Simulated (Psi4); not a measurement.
# wB97X-D/6-31G(d) (density fitting, Cartesian functions, sweep point 4) run of SiHSClF2 (SMILES F[Si](F)(S)Cl)

We compute the energy of SiHSClF2. 

The results are computed with Psi4 1.11.

8 further runs of the same task are left out: 1 that didn't finish, 7 set aside as unsound or not needed.

## 1. The structure to begin with

SiHSClF2 has 6 atoms, charge 0, and is taken as a singlet. As SMILES, `F[Si](F)(S)Cl`. Geometry: relaxed at PBE0-D4/def2-TZVP. This is one conformer, not always the lowest.

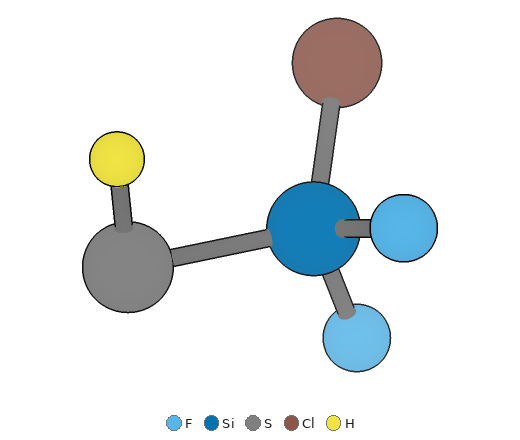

The structure, seen from a chosen angle (fluorine blue, silicon blue, sulfur grey, chlorine brown, hydrogen yellow).

## 2. The energy at wB97X-D/6-31G(d) (density fitting, Cartesian functions, sweep point 4)

Input file clf2hssi.py:

```python
import psi4

psi4.set_memory(1600000000)
psi4.set_num_threads(1)
psi4.set_output_file('clf2hssi.out', False)

molecule = psi4.geometry("""
F      0.963400    -0.052900     1.442800
Si     0.337800    -0.341700     0.024100
F      0.460600    -1.889100    -0.244500
S     -1.704700     0.119100    -0.051300
Cl     1.458000     0.665600    -1.322100
H     -1.473100     1.435000     0.104800
symmetry c1
""")

psi4.set_options({
    'basis': '6-31G*',
    'scf_type': 'df',
    'scf_initial_accelerator': 'ediis',
})

e = psi4.energy("wb97x-d", molecule=molecule)
print('E =', round(e, 9))
```

The run is started by

```sh
$ python clf2hssi.py
```

Q: Predict the results. Wanted: total energy; dipole moment; HOMO energy; LUMO energy; HOMO–LUMO gap; dispersion energy.

Answer, from the run:

At wB97X-D/6-31G* (density fitting, Cartesian functions, sweep point 4):

```
         quantity           value
     total energy  -1348.25631 Eh
    dipole moment          1.44 D
      HOMO energy       -10.27 eV
      LUMO energy         1.77 eV
    HOMO–LUMO gap        12.04 eV
dispersion energy    -4.03 kJ/mol
```
